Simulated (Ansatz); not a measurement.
# Molecular dynamics of Pb₂B₆O₁₁ (part 5 of 5)

The same run, continued: Pb₂B₆O₁₁ (disordered cell, 19 atoms in the cell); DFT PBE, scalar-relativistic, plane waves, PAW, no spin polarisation (Ansatz 0.2.0); cutoff 420 eV, 1×1×1 k-mesh, Fermi–Dirac smearing of 0.05 eV. It belongs to a series of runs on one base structure; here: Langevin dynamics at 300 K from the last frame before.

Geometry of the input (Å; fractional positions):
```
6.3310  0.0072  0.1512
0.0072  6.3010  0.0027
0.1512  0.0027  6.4530
Pb 0.0044  0.5639  0.5081
Pb 0.7152  0.4038  0.0883
O  0.2037  0.8349  0.8660
O  0.5421  0.6313  0.3716
O  0.5782  0.0968  0.4012
O  0.4980  0.0490  0.7514
O  0.9181  0.9693  0.1252
O  0.2272  0.9923  0.5291
O  0.0380  0.3023  0.2589
O  0.3401  0.5156  0.7081
O  0.8950  0.6502  0.9217
O  0.7025  0.3587  0.6445
O  0.2913  0.0468  0.1774
B  0.3780  0.0343  0.3690
B  0.3225  0.9606  0.7418
B  0.4591  0.5748  0.5537
B  0.0163  0.8266  0.9764
B  0.6168  0.1726  0.6038
B  0.0834  0.1052  0.1992
```

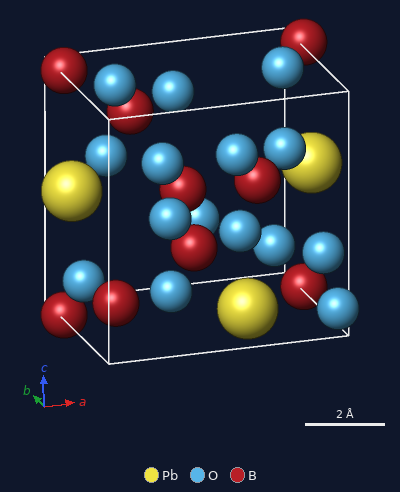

**Figure 1.** The geometry at step 175 of the log (spheres-only view of the cell of the calculation, seen slightly off an axis).

## Trajectory as extended XYZ, continued
```
19
Lattice="6.3310 0.0072 0.1512 0.0072 6.3010 0.0027 0.1512 0.0027 6.4530" Properties=species:S:1:pos:R:3:forces:R:3 step=75 time_fs=112.5 energy=-31001.74452 temperature=387.5 pressure_GPa=0.40
Pb    0.0614    3.6080    3.4033   -0.6065  -0.3593   0.5359
Pb    4.3225    2.4051    0.5577    0.0854   0.1283  -0.4995
O     1.5823    5.3476    5.8223    0.4241   0.0233  -0.2800
O     3.5925    4.0632    2.5667    0.7385  -0.3219  -0.5728
O     3.7281    0.8649    2.9271    1.1409   0.2961  -0.7395
O     3.4914    0.3591    5.2269   -1.3336  -1.1259   0.1319
O     6.0103    6.2252    0.8880    1.7264  -0.1189  -0.6481
O     1.7987    5.9901    3.5481    0.0312   0.0810   1.5732
O     0.0475    2.1918    1.4209    0.4375  -0.9484   0.1994
O     2.2390    2.9116    4.3510   -0.0222  -0.3759   0.0658
O     5.7593    4.2024    6.0435    0.7869   0.3997  -0.3785
O     5.3551    1.6314    4.5524   -0.4567  -0.0897  -0.1337
O     1.9242    0.7634    1.4103    0.8343  -0.5715   0.8070
B     2.5143    0.3682    2.5968   -0.8475   0.4491  -0.3371
B     2.2807    6.0463    4.9126    0.2212  -0.3024  -0.9700
B     3.0071    3.4048    3.4687   -0.5152   0.4476   0.1439
B     0.2894    5.1670    6.2389   -1.8526   0.9264   1.4864
B     4.2527    0.9198    4.2255    1.0240   1.1596  -0.1044
B     0.5695    0.9324    1.1992   -1.8162   0.3028  -0.2797
19
Lattice="6.3310 0.0072 0.1512 0.0072 6.3010 0.0027 0.1512 0.0027 6.4530" Properties=species:S:1:pos:R:3:forces:R:3 step=100 time_fs=150.0 energy=-31001.70654 temperature=282.7 pressure_GPa=-0.25
Pb    0.0733    3.5771    3.4398   -0.9771   0.1619   0.4149
Pb    4.2787    2.3865    0.5088    0.5078   0.4199  -0.2753
O     1.6168    5.2851    5.8753   -0.0261   0.1684  -0.8899
O     3.5983    4.0417    2.5673    0.2368  -0.2400  -0.3537
O     3.9280    0.7701    2.9243   -1.0713  -0.4903  -0.9166
O     3.4540    0.3383    5.2422    1.6439   0.3427  -1.0347
O     6.1849    6.2530    0.9176   -0.4055   0.2850   0.4484
O     1.7998    5.9872    3.5789    1.1677   0.3066   0.3614
O     0.0988    2.1940    1.3121   -0.5371   1.0629   0.6244
O     2.1738    2.8113    4.2574   -0.1247  -0.1319   0.2339
O     5.6674    4.3722    5.9585    0.9121   0.6856   0.2339
O     5.4438    1.6261    4.5530   -0.3894  -0.1244   0.5868
O     2.0481    0.9109    1.5342   -0.9067  -0.5077  -0.2853
B     2.5970    0.3765    2.6466    0.2367   0.2130   0.8858
B     2.3301    5.9379    4.9125   -1.0393   0.3216   0.1173
B     2.8769    3.4512    3.4185    0.6170  -0.0675  -0.2573
B     0.2360    5.2984    6.2557    0.2857  -1.6960  -0.4734
B     4.3700    0.9088    4.2208   -0.9136  -0.2847   1.0926
B     0.6304    0.9925    1.2355    0.7826  -0.4254  -0.5148
19
Lattice="6.3310 0.0072 0.1512 0.0072 6.3010 0.0027 0.1512 0.0027 6.4530" Properties=species:S:1:pos:R:3:forces:R:3 step=125 time_fs=187.5 energy=-31001.73662 temperature=242.5 pressure_GPa=1.17
Pb    0.0288    3.5338    3.4882   -0.3554   0.5323   0.0392
Pb    4.2816    2.3994    0.4949    0.3746   0.3829  -0.0364
O     1.6730    5.3203    5.8378   -1.1787  -0.0460   0.2058
O     3.4951    4.0813    2.4616    0.6397  -0.1149  -0.6253
O     3.9762    0.7554    2.8696   -0.4491   0.6002   1.2369
O     3.5523    0.3452    5.2147    0.5034   0.0997   0.2432
O     6.2542    6.1732    1.0617   -0.8274  -1.3050  -0.9665
O     1.8397    6.2114    3.6184   -0.8530  -0.9161   2.3461
O     0.1025    2.2215    1.2616   -0.3783  -0.3474   0.3283
O     2.2176    2.7775    4.1918   -0.2991  -0.3280   0.4565
O     5.7335    4.3558    6.0179    0.1612  -0.2839   0.0499
O     5.4262    1.7304    4.5950   -1.2177  -1.1254   0.2448
O     2.0235    0.9182    1.5675   -0.7764   0.4285  -1.4081
B     2.5867    0.5363    2.7120    1.5930  -0.1934  -0.8408
B     2.3277    6.0728    4.9388   -0.2700  -0.3339  -0.5977
B     2.9033    3.4009    3.3299    0.0153   0.3528  -0.0562
B     0.2845    5.2054    6.3519    1.4663   0.8128  -0.3084
B     4.3629    0.9386    4.2450    0.5094   0.3920  -1.1162
B     0.6198    0.9713    1.2183    1.3431   1.3914   0.8040
19
Lattice="6.3310 0.0072 0.1512 0.0072 6.3010 0.0027 0.1512 0.0027 6.4530" Properties=species:S:1:pos:R:3:forces:R:3 step=150 time_fs=225.0 energy=-31001.84474 temperature=263.3 pressure_GPa=3.26
Pb    0.0173    3.5562    3.5455   -0.2077   0.3810  -0.1123
Pb    4.3377    2.4413    0.4420   -0.2565   0.3579   0.0710
O     1.6525    5.3303    5.8842    0.5297  -0.3570   0.2994
O     3.5294    4.0587    2.4892    1.1861   0.9869  -1.7063
O     3.8303    0.8550    2.9569    2.1382   0.5519   0.5656
O     3.5846    0.2480    5.2280    0.9245   0.4699   1.1840
O     6.2300    6.1767    0.9581   -0.3920   0.7974   0.3581
O     1.7952    6.2492    3.7700   -0.6014   0.1960  -1.7437
O    -0.0477    2.1904    1.3598    1.1654  -0.9374   0.2384
O     2.2748    2.8101    4.2529   -0.5671  -0.0297   0.3777
O     5.8593    4.2783    5.9223   -0.2767   0.1370   0.5604
O     5.3970    1.6866    4.6245   -0.0750  -0.0698   0.3660
O     2.0015    0.9747    1.5548   -0.4032  -0.6633   0.4340
B     2.5593    0.5147    2.7450   -1.6917   0.2046  -0.0671
B     2.3203    6.0963    5.0293    0.2841  -0.6117  -0.8967
B     2.8963    3.4462    3.3488   -0.4494  -0.7141   1.1533
B     0.3229    5.2235    6.2959    0.5474  -0.1076  -0.0950
B     4.3292    0.9655    4.2978   -0.6041  -0.6964  -1.3500
B     0.6396    1.0107    1.2113   -1.2511   0.1065   0.3616
19
Lattice="6.3310 0.0072 0.1512 0.0072 6.3010 0.0027 0.1512 0.0027 6.4530" Properties=species:S:1:pos:R:3:forces:R:3 step=175 time_fs=262.5 energy=-31001.79021 temperature=338.6 pressure_GPa=1.87
Pb    0.0578    3.5403    3.6379   -0.3142   0.7329   0.0605
Pb    4.3421    2.4958    0.3984   -0.4983   0.3650   0.8673
O     1.7085    5.2577    5.8347   -1.3979   0.1245   1.0770
O     3.5351    4.1260    2.4282    0.9550   0.9096  -1.2642
O     3.7963    0.9848    2.9003   -0.1652  -0.3187   0.0541
O     3.5564    0.2037    5.1527    0.5089   0.2828  -0.6102
O     6.0814    6.3193    0.8929    1.6483   0.9104  -0.2653
O     1.6919    6.2357    3.7060    0.1590   0.9723  -2.5202
O    -0.0114    2.2848    1.5935   -0.5387   0.0080  -0.2210
O     2.3191    2.9806    4.3022    0.0837  -0.0011   0.0210
O     5.8798    4.2783    6.1562   -0.2338  -0.5047  -0.3888
O     5.2325    1.8008    4.7374    0.2330  -0.8204  -1.1551
O     1.9296    0.9318    1.4919   -0.8297  -0.0730   0.2713
B     2.4692    0.5933    2.6865   -0.0812  -0.3121   0.3324
B     2.2903    6.0058    4.8914    1.4316   0.3097   1.2606
B     2.9949    3.5873    3.3954   -0.8905  -1.0264   0.9225
B     0.3763    5.2504    6.3465    0.1116   0.7269   0.3401
B     4.2818    0.9815    4.2023   -0.8137  -0.0906   1.4032
B     0.5152    1.1216    1.2666    0.6318  -2.1935  -0.1859
19
Lattice="6.3310 0.0072 0.1512 0.0072 6.3010 0.0027 0.1512 0.0027 6.4530" Properties=species:S:1:pos:R:3:forces:R:3 step=200 time_fs=300.0 energy=-31001.45180 temperature=305.6 pressure_GPa=3.86
Pb    0.0453    3.5276    3.7021   -0.4302   0.3433  -0.3890
Pb    4.3295    2.5854    0.3841   -0.5034  -0.2464   1.0224
O     1.5937    5.2413    5.7927    1.7234   0.7621  -1.2936
O     3.6061    4.2542    2.3061    0.3387   0.3208  -0.5811
O     3.8024    0.9734    2.8784   -1.6955  -1.6767   0.7369
O     3.5482    0.0804    5.1710    0.2372   0.8951  -1.1155
O     6.1576    6.4116    0.7666    0.4888   0.6112   0.7750
O     1.6533    6.2665    3.6267    0.0929  -0.8389   2.0856
O    -0.1092    2.2191    1.6482    0.8048  -0.5069   0.3067
O     2.3963    3.0747    4.1722   -0.3574  -0.2875   0.3611
O     5.8638    4.2530    6.2767    0.0158   0.1871  -0.6958
O     5.0898    1.7849    4.6046    2.0943   1.0274   1.3827
O     2.0026    0.9450    1.5219   -3.0456   0.0595  -0.9641
B     2.4575    0.5011    2.6995    2.5187   1.8670  -1.4995
B     2.2848    6.0079    4.8875   -0.9609  -0.9198   0.4450
B     3.0397    3.6580    3.2452   -0.0492  -0.2289   0.0289
B     0.3527    5.2978    6.3126   -1.3258  -0.2697   1.0923
B     4.1697    0.9586    4.2078   -0.3345  -0.9299  -0.2765
B     0.5416    1.0781    1.3495    0.3874  -0.1674  -1.4216
19
Lattice="6.3310 0.0072 0.1512 0.0072 6.3010 0.0027 0.1512 0.0027 6.4530" Properties=species:S:1:pos:R:3:forces:R:3 step=225 time_fs=337.5 energy=-31001.65463 temperature=245.2 pressure_GPa=1.28
Pb    0.0371    3.5302    3.7098   -0.4944   0.1579  -0.1976
Pb    4.2792    2.6010    0.3982   -0.3662  -0.2826   0.7142
O     1.5666    5.1787    5.8244    1.8277   1.3899  -1.1061
O     3.6022    4.2300    2.2806    0.6140   0.5833  -1.0245
O     3.7318    0.8848    2.8243    1.7872   0.8987   1.3930
O     3.4957    0.1679    5.1177   -0.9241   0.1552  -0.1332
O     6.0805    6.3567    0.8303    0.6763   0.2380   0.0805
O     1.5957    6.2314    3.6493    1.5936   0.9761  -0.3275
O    -0.1223    2.2618    1.6216   -0.1722  -0.5726  -0.4704
O     2.3902    3.0744    4.1710    0.3083  -0.0571  -0.4823
O     5.7927    4.2638    6.2522   -0.0301  -0.3015  -0.4605
O     5.2156    1.6879    4.7120   -1.0279  -0.3981  -1.4187
O     1.8380    1.0065    1.4773    0.9315  -0.5795   0.7869
B     2.4462    0.6271    2.6570   -3.4943  -1.3439  -0.6658
B     2.2128    6.0152    4.9016   -0.3417  -0.8759   0.1318
B     3.0293    3.6544    3.2118   -0.8296  -0.6678   1.3518
B     0.3360    5.2219    6.4071   -1.3600   0.7413  -0.0341
B     4.1375    0.9924    4.1727    1.9350  -0.2616   1.2185
B     0.4702    1.1004    1.2366   -0.6338   0.1995   0.6440
19
Lattice="6.3310 0.0072 0.1512 0.0072 6.3010 0.0027 0.1512 0.0027 6.4530" Properties=species:S:1:pos:R:3:forces:R:3 step=250 time_fs=375.0 energy=-31001.88060 temperature=335.6 pressure_GPa=3.34
Pb    0.0553    3.5318    3.7150   -0.8676   0.4146  -0.6367
Pb    4.2700    2.5818    0.4024   -0.2145   0.0595   0.9422
O     1.5604    5.3617    5.8383    0.2852   0.0063  -0.2921
O     3.5552    4.2307    2.3091   -0.1504  -0.2818   0.2574
O     3.7329    0.9931    2.8594   -0.6619  -0.1473   1.8441
O     3.4546    0.2748    5.1456   -0.8499  -0.8750   1.0041
O     6.0838    6.3259    0.8283   -0.8924   1.7295   0.8749
O     1.6355    6.1901    3.6100    0.6783   0.2832   0.5929
O    -0.0997    2.2622    1.5949   -0.4964  -0.0626  -0.9017
O     2.2948    3.1294    4.2250    0.5391  -0.1580   0.0516
O     5.7792    4.3109    6.0194   -0.2558   0.0872   0.4586
O     5.2424    1.6648    4.6989    1.0869   0.6452   0.1846
O     1.8064    0.9168    1.5116    0.3945   0.3728  -0.6755
B     2.3878    0.6052    2.6767    1.2185  -0.2757  -0.1096
B     2.2216    6.0359    4.8806   -0.4873   0.0248   0.0978
B     2.9639    3.6860    3.2830    0.3604   0.0141  -0.5779
B     0.2300    5.3175    6.3007    0.9152  -0.7828  -0.8440
B     4.1965    0.9904    4.2744   -0.3608   0.0155  -2.9729
B     0.4667    1.1175    1.2112   -0.2411  -1.0699   0.7021
```
